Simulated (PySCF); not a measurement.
## Electronic structure of Cl3H4NSi2 ((Cl)3Si-NH-SiH3) in real space

Input file:

```
{"job": {"kind": "nmr", "xc": "PBE0", "basis": "pcSseg-1"}, "charge": 0, "multiplicity": 1}
Si    -0.942034    -0.939758    -0.685492
Cl    -2.306529    -0.270621     0.685791
Cl    -1.575826    -0.373425    -2.549567
Cl    -0.883942    -2.985212    -0.670806
N      0.562181    -0.271933    -0.261031
Si     0.885574     1.070427     0.831110
H      1.374445    -0.667939    -0.727547
H     -0.008053     2.224316     0.527763
H      0.710759     0.686347     2.261661
H      2.308066     1.451049     0.592529
```

Run with:

```sh
OMP_NUM_THREADS=1 python probes_run.py task.json out
```

Geometry: PBE0-D3(BJ)/def2-SVP.

Computed with PySCF, PBE0/pcSseg-1, SCF density, gas phase, non-relativistic.

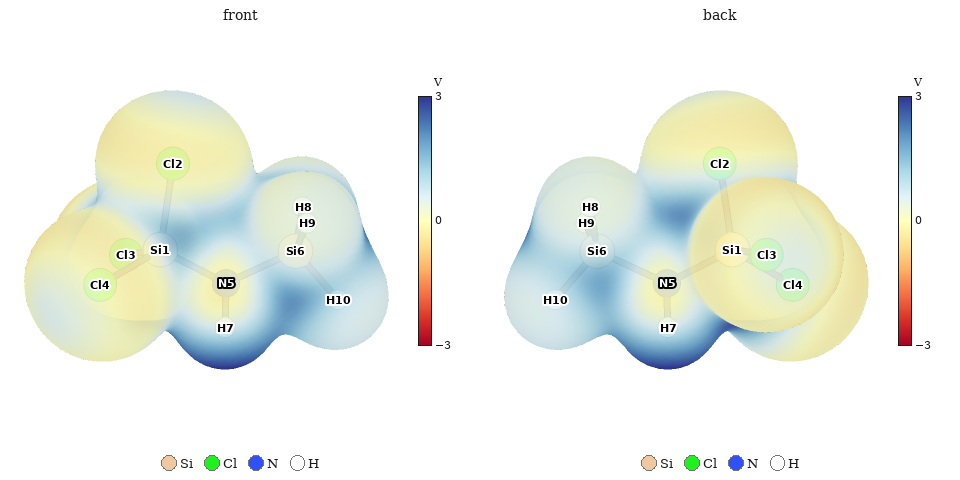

Figure 1. The molecular electrostatic potential painted on the density surface at 0.004 e/bohr³, seen from the front and from behind; the colour scale runs from red (negative) to blue (positive).

**Describe the electrostatic potential map.**

The most negative region (about −0.3 V) lies over Cl3 and Cl4, the most positive (about +2.9 V) over H7. Cl2 shows a σ-hole: about +0.6 V at the tip opposite its bond, against about +0.1 V on its flanks. Cl3 shows a σ-hole: about +0.5 V at the tip opposite its bond, against about −0.2 V on its flanks. Cl4 shows a σ-hole: about +0.6 V at the tip opposite its bond, against about −0.1 V on its flanks.

**What dipole moment does the calculation give?**

Its dipole moment is 2.31 D.

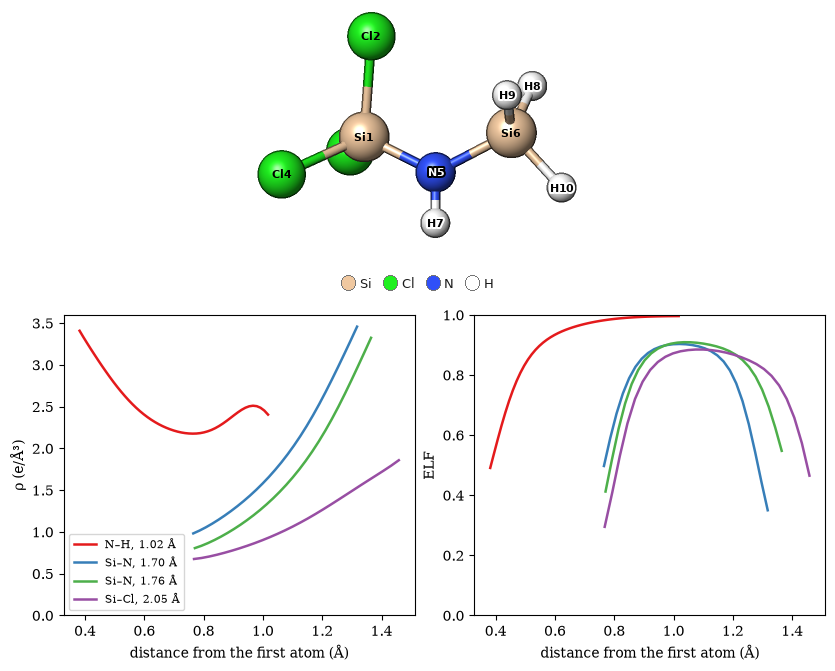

Figure 2. Electron density and ELF along straight lines between neighbouring atoms. The curves leave out the atomic cores. The structure is drawn too.

**What can be read from the curves?**

N–H (1.02 Å): ρ at the midpoint is about 2.7 e/Å³; the ELF climbs to about 1 towards the hydrogen, as it does in any bond to H: a covalent bond by its length.
Si–N (1.70 Å): ρ is about 1.1 e/Å³ halfway; the ELF peaks at about 0.90 between the atoms (a shared but strongly polarised pair).
Si–N (1.76 Å): ρ is about 0.99 e/Å³ halfway; the ELF peaks at about 0.90 between the atoms, as expected for a polar covalent bond.
Si–Cl (2.05 Å): ρ is about 0.94 e/Å³ halfway; the ELF peaks at about 0.90 between the atoms: a shared but strongly polarised pair.
